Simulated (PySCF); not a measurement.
C3H10N2O2Si2

```xyz
19

C     3.2271    0.0730   -0.0396
O     1.9568    0.2713   -0.6121
C     0.9065   -0.3849    0.0832
C     0.6876    0.1480    1.3985
N     0.4989    0.5897    2.4387
Si   -0.6551   -0.1439   -1.0171
N    -0.7906    1.5543   -1.1853
O    -1.9481   -0.7483   -0.2679
Si   -3.1806   -0.7451    0.7974
H     3.2674    0.4526    0.9876
H     3.4959   -0.9911   -0.0344
H     3.9343    0.6226   -0.6586
H     1.1325   -1.4579    0.1911
H    -0.5187   -0.9789   -2.2086
H     0.0511    2.0894   -1.3258
H    -1.5621    1.9545   -1.6936
H    -3.3756   -2.1637    1.0888
H    -4.3198   -0.1720    0.0799
H    -2.8170    0.0397    1.9703
```

Geometry: GFN2-xTB.

Method: PBE0/pcSseg-1, SCF density, gas phase, non-relativistic (PySCF 2.14.0).

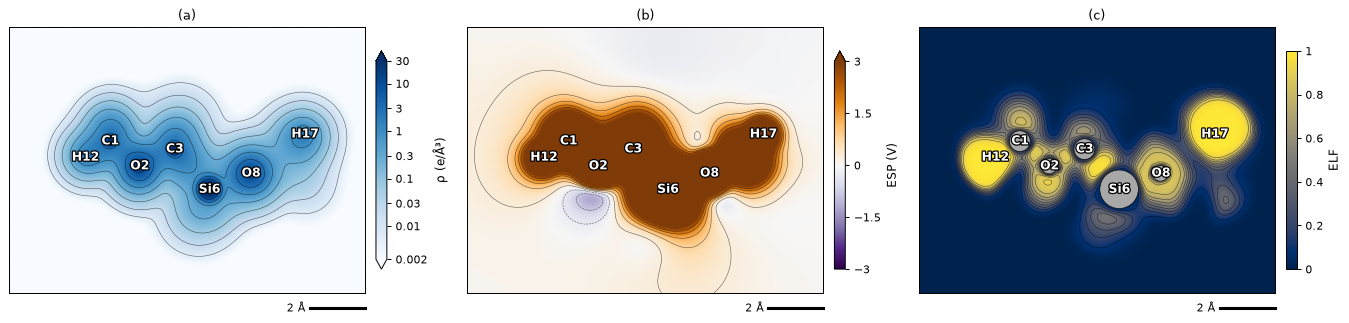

Figure 1. (a) total electron density; (b) molecular electrostatic potential; (c) electron localisation function on the plane of atoms O2, C3 and Si6. Grey discs cover the atomic cores in the ELF map.

> What do the fields say about this system?

- Atoms in the plane: C, O, Si and H.
- C–O (1.41 Å): ρ at the midpoint is about 2.1 e/Å³, with its minimum of 1.8 e/Å³ about 0.5 Å from C; the ELF peaks at about 0.90 between the atoms: a shared but strongly polarised pair.
- Si–O (1.61 Å): ρ is about 1.2 e/Å³ halfway; the ELF peaks at about 0.85 between the atoms, as expected for a short, strongly polar bond.
- C–Si (1.93 Å): the density is about 0.92 e/Å³ at the midpoint; the ELF peaks at about 1 between the atoms (localised, covalent bonding).
- The ELF also peaks beside O8 and O2, away from the bonds: lone-pair regions.
- Outside the dense part of the molecule the potential is most negative (−1.2 V) near O2.

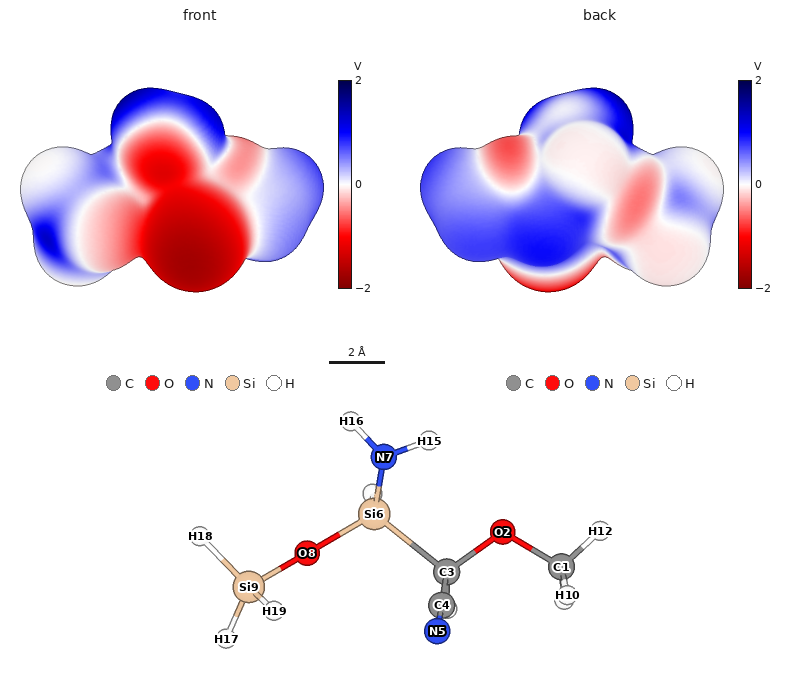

Figure 2. The molecular electrostatic potential painted on the density surface at 0.001 e/bohr³, seen from the front and from behind; red is negative and blue positive. The bare structure is drawn below in the same view.

> Describe the electrostatic potential map.

The most negative region (about −1.7 V) lies over N5, the most positive (about +1.5 V) over H16. N5 is the likeliest acceptor of a hydrogen bond.

> What dipole moment does the calculation give?

Its dipole moment is 2.93 D.
